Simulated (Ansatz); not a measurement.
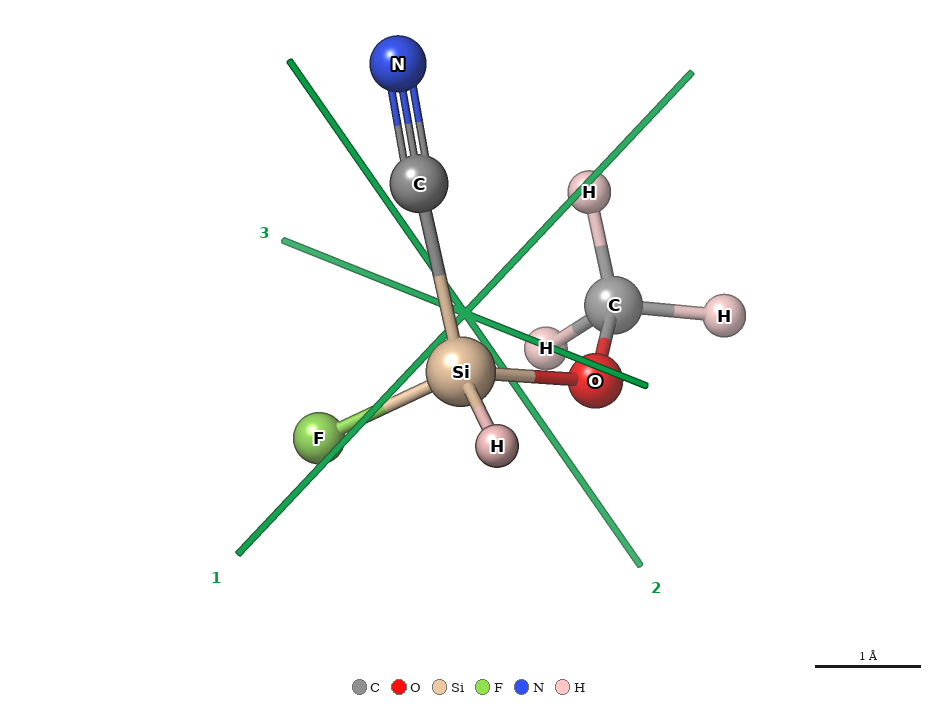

The three principal axes of inertia are drawn and numbered. Atoms fade into the background with distance from the viewer. The geometry was computed by an optimisation with PBE-D4/def2-SVP. No frequency run is at hand to confirm it as a minimum. Masses are those of the most abundant isotopes; constants are for the rigid equilibrium geometry.

### Which line is the a axis (least moment of inertia), which b and which c?

a is line 2, b is line 1, c is line 3; the moments are 150, 210, 302 u Å².

### Classify the rotor and give the rotational constants (MHz).

An asymmetric top (C1): A = 3380, B = 2403, C = 1671 MHz. Ray's parameter κ is −0.14, midway between the limits.
